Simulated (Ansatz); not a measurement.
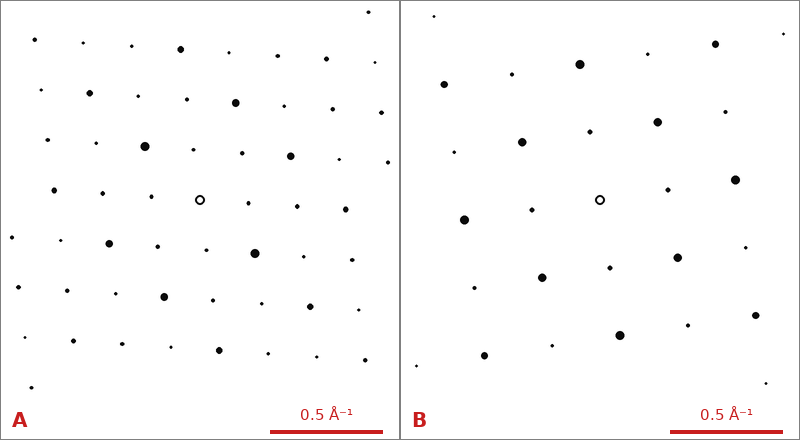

Kinematic electron diffraction patterns (200 kV, B = 0.5 Å², same scale, each along a low-index zone) of two structures of composition Pb2Cl, each relaxed at zero pressure with DFT PBE, scalar-relativistic, plane waves, PAW in Ansatz 0.2.0.

The structures (standard cells):
1. Fd-3m (No. 227), a = 9.170 Å, 24 atoms; generated start, possibly hypothetical
2. C2 (No. 5), a = 9.849 Å, b = 6.157 Å, c = 7.096 Å, β = 116.88°, 12 atoms; generated start, possibly hypothetical

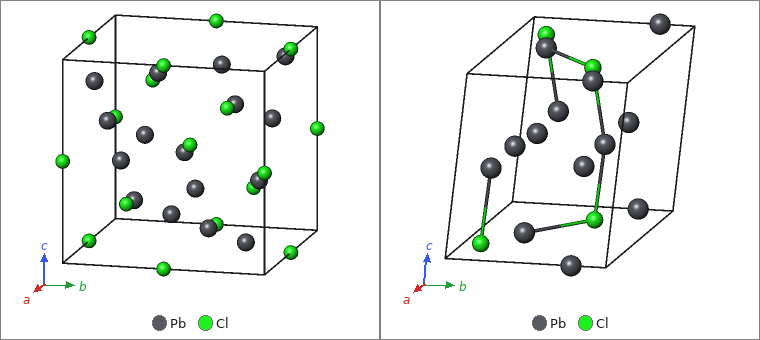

Drawings of the structures 1 to 2, from left to right (each may span several cells).

Q: Which pattern belongs to which structure, and along which zone?

A: A is structure 2 along [011] or an equivalent direction: oblique net of 1 1 -1 at d = 4.56 Å and 2 0 0 (weak) at d = 4.39 Å, 78.8° apart. B is structure 1 along [001] or an equivalent direction: square net of 2 -2 0 at d = 3.24 Å and 2 2 0 at d = 3.24 Å, 90.0° apart (some points of this net are extinct or too weak to see).

Q: Which structure lies lowest at this level of theory, and by how much?

A: Structure 2 (C2, 31.98 Å³ an atom) is the lowest of these; structure 1 (Fd-3m, 32.13 Å³ an atom) lies about 350 meV an atom higher. These are static energies at 0 K; other structures, not shown, may lie lower still.
